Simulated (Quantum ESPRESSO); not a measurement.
## Cost against accuracy: ecutwfc for GaCuSe₂ (I-42d, 8 atoms in the cell)

Cell: a = 6.6990 Å, b = 6.6990 Å, c = 6.6990 Å, α = 131.52°, β = 131.52°, γ = 70.99°.

Level of theory: PBE, PSlibrary PAW (PBE) pseudopotentials (plane waves; Quantum ESPRESSO).

Base settings: ecutwfc = 70 Ry; ecutrho = 420 Ry; occupations = smearing; smearing = fd; degauss = 0.0099958 Ry; K_POINTS = automatic 3 3 3 0 0 0; conv_thr = 1e-11 Ry.

Misses are taken against the tightest run, 70 Ry, which need not be fully converged itself. The energy is the free energy per atom.

The count of work is k-points × plane waves × bands × iterations; it is no time, and leaves out set-up, grids and terms that scale otherwise. Core times come from one kind of shared machine and are given to one figure; runs under 30 s give none.

The starting cell comes from a database of computed structures (which also holds hypothetical and non-ambient phases and stackings), without a prior relaxation at this level. Its lattice was rescaled by a random factor within 2.5 % of one. Spin polarisation is off. In the base run, with a pressure of about 7 GPa the cell is away from its equilibrium volume at this level. The run gives no clean gap (levels at the Fermi energy touch, overlap or are partly filled at this smearing), which alone does not show that the compound is a metal. Without a gap this mesh is coarse (it stands for a supercell whose shortest vector is 17 Å).

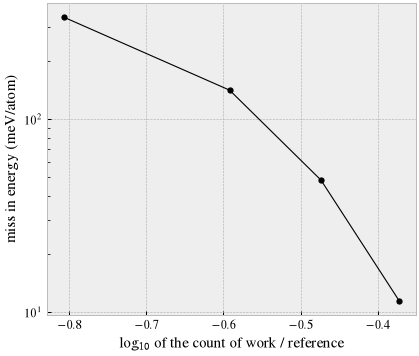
Figure: Miss against the count of work; the reference run is not drawn, and misses under 0.1 meV/atom are drawn there.

| ecutwfc | energy less reference (meV/atom) | pressure less reference (GPa) | largest difference in the force on any atom (eV/Å) | count of work / reference | core time / reference (rough) |
|---|---|---|---|---|---|
| 28 Ry (ecutrho: 420 Ry → 168 Ry) | 339.18 | -5.96 | 0.647 | 0.16 | 0.2 |
| 35 Ry (ecutrho: 420 Ry → 210 Ry) | 141.90 | -0.15 | 0.420 | 0.26 | 0.3 |
| 42 Ry (ecutrho: 420 Ry → 252 Ry) | 48.46 | -1.57 | 0.103 | 0.34 | 0.4 |
| 49 Ry (ecutrho: 420 Ry → 294 Ry) | 11.44 | -0.23 | 0.018 | 0.42 | 0.5 |
| 70 Ry | 0.00 | 0.00 | 0.000 | 1.0 | 1 |

The last two settings still differ by 11 meV/atom, so the table cannot show that the reference is converged.

Smallest miss in the energy for at most 0.3 times the reference's count of work: 35 Ry (ecutrho: 420 Ry → 210 Ry), with a miss of 140 meV/atom at a count of 0.26.

The step from 28 Ry (ecutrho: 420 Ry → 168 Ry) to 49 Ry (ecutrho: 420 Ry → 294 Ry): it takes the miss in the energy from 340 to 11 meV/atom, for 2.7 times the count of work and roughly 2 times the time.
